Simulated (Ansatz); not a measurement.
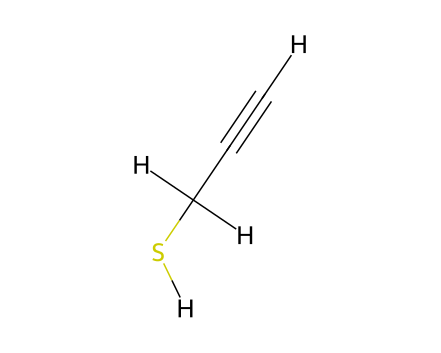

A structural formula.

Question: Transcribe the drawing into SMILES.

Answer: C#CCS

Question: Give the formula, hydrogens included.

Answer: C3H4S.

Question: An optimisation with PBE0-D4/def2-TZVP gave a structure of which point group?

Answer: Cs.

The parts below concern this one geometry. Atoms keep their numbers from picture to picture. The geometry was computed by an optimisation with PBE0-D4/def2-TZVP.

**Shape**

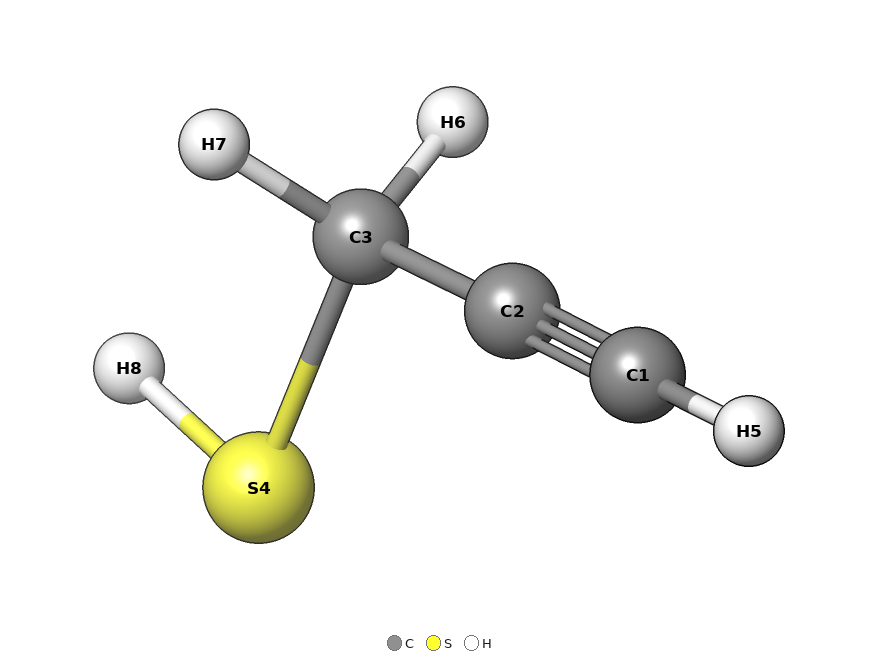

Numbered structure.

List the bonds and their lengths.

```json
{"bond": "C1–C2", "length (Å)": "1.199", "order": "triple"}
{"bond": "C1–H5", "length (Å)": "1.064", "order": "single"}
{"bond": "C2–C3", "length (Å)": "1.446", "order": "single"}
{"bond": "C3–S4", "length (Å)": "1.827", "order": "single"}
{"bond": "C3–H6", "length (Å)": "1.092", "order": "single"}
{"bond": "C3–H7", "length (Å)": "1.092", "order": "single"}
{"bond": "S4–H8", "length (Å)": "1.343", "order": "single"}
```

**Charges**

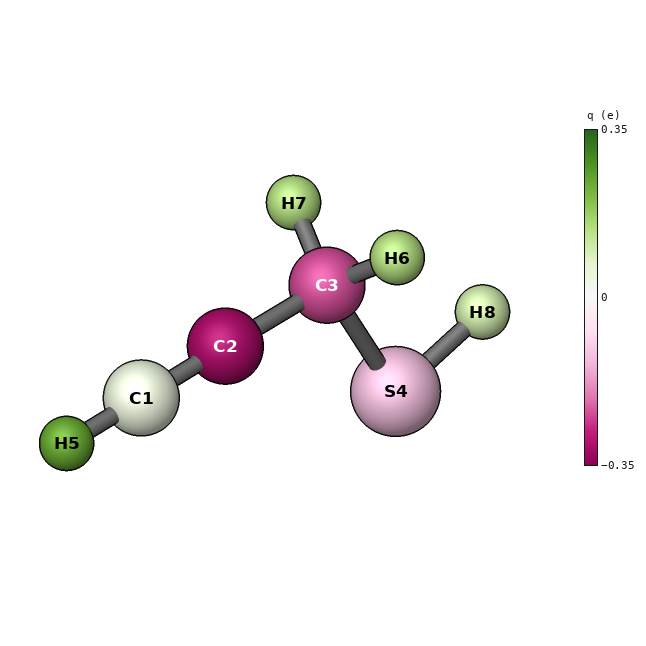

Atoms are coloured by their Mulliken charges. Level of theory: RKS ωB97M-V/def2-TZVPP (Ansatz 0.2.0).

Question: Which atom carries the highest charge (most positive or least negative)?

Answer: H5 (0.24 e).

Question: And the lowest?

Answer: C2 (−0.31 e).

Give the Mulliken charges atom by atom.

| atom | value (e) |
| --- | --- |
| C1 | 0.04 |
| C2 | −0.31 |
| C3 | −0.24 |
| S4 | −0.12 |
| H5 | 0.24 |
| H6 | 0.14 |
| H7 | 0.14 |
| H8 | 0.10 |

**Levels of theory compared**

Program: Ansatz 0.2.0.

At this fixed geometry, give HOMO energy (eV) at these levels: B97M-V/def2-TZVPP; BHLYP-D4/def2-TZVPP; CAM-B3LYP-D4/def2-TZVPP; PBE0-D4/def2-QZVPP; PBE0-D4/def2-SVP; SPW92 (LDA)/def2-TZVPP; r2SCAN-D4/def2-TZVPP; ωB97M-V/def2-SVP.

```tsv
level	HOMO energy (eV)
B97M-V/def2-TZVPP	−6.11
BHLYP-D4/def2-TZVPP	−8.16
CAM-B3LYP-D4/def2-TZVPP	−8.40
PBE0-D4/def2-QZVPP	−7.07
PBE0-D4/def2-SVP	−6.84
SPW92 (LDA)/def2-TZVPP	−5.86
r2SCAN-D4/def2-TZVPP	−6.03
ωB97M-V/def2-SVP	−9.07
```

**Vibrations**

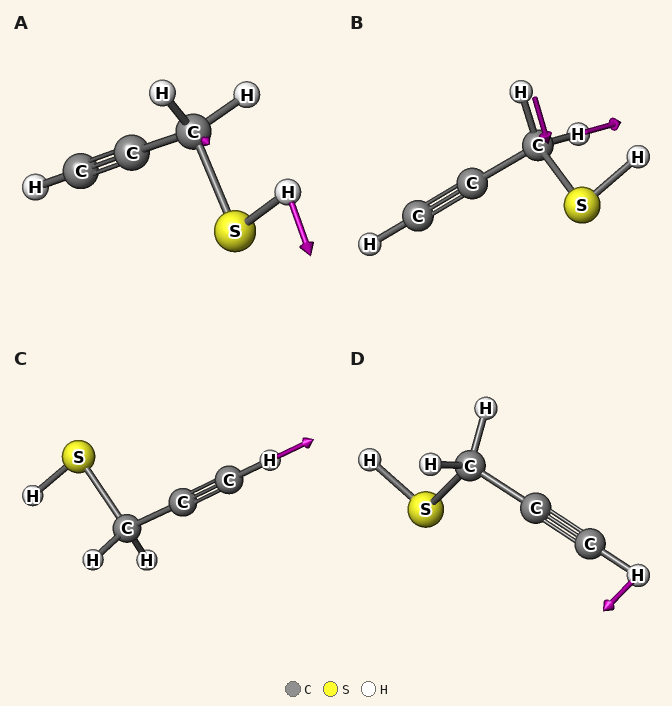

4 normal modes of one molecule or complex, as arrows. Harmonic vibrations computed with RKS PBE0-D4/def2-TZVP (Ansatz 0.2.0) at a stationary point of the same level.

Question: Match the panels to the wavenumbers 674 cm⁻¹, 901 cm⁻¹, 3118 cm⁻¹, 3484 cm⁻¹.

Answer: A: 901 cm⁻¹
B: 3118 cm⁻¹, out-of-phase stretching of 2 C–H bonds
C: 3484 cm⁻¹, C–H stretching
D: 674 cm⁻¹

**Dipole moment**

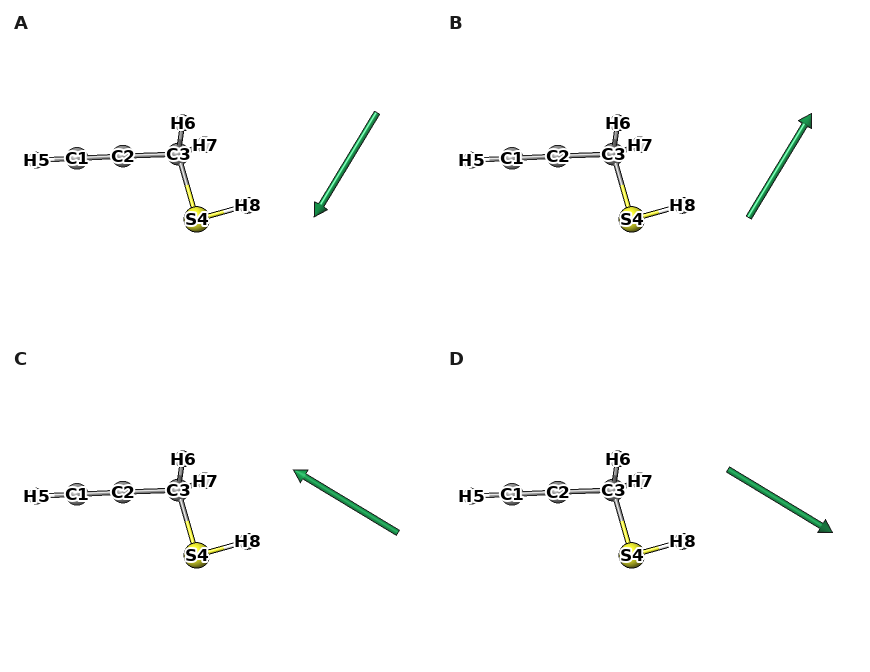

The same molecule four times, each with an arrow. Method: RKS ωB97M-V/def2-TZVPP (Ansatz 0.2.0).

Question: Which arrow points along the dipole moment, from the negative to the positive end?

Answer: B. The dipole moment is 1.47 D; it points from the side of H5 to the side of H6, H7 (the outermost atoms at the two ends).

Mulliken values depend strongly on the basis set and can even reverse the polarity of a bond.
